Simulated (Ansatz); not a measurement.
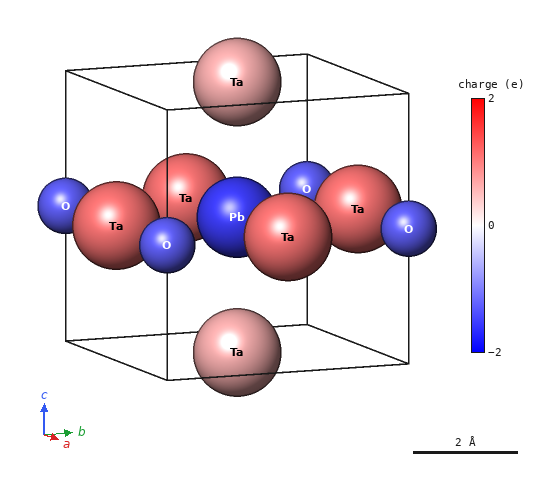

A spheres-only rendering, viewed slightly off an axis. The lines enclose the simulation cell; boundary atoms appear with their images. The atoms of this Ta$_{3}$PbO cell are coloured by their Bader charge.

Calculation details: DFT PBE, scalar-relativistic, plane waves, PAW in Ansatz; an energy cutoff of 420 eV, an 8×8×8 mesh of k-points, Gaussian smearing of 0.1 eV, collinear spins. The state is ferromagnetic.

Q: Which element is the most positive, and which the most negative?

A: Most positive: Ta; most negative: Pb. Charges: about Ta +0.6 to +1.1 e; Pb -1.5 e; O -1.2 e.

Source of the structure: a random cell made by a generator, so it need not be a real form of the compound. Earlier steps of the study may have refined or changed the cell and positions. A calculation with Ansatz used it as input.
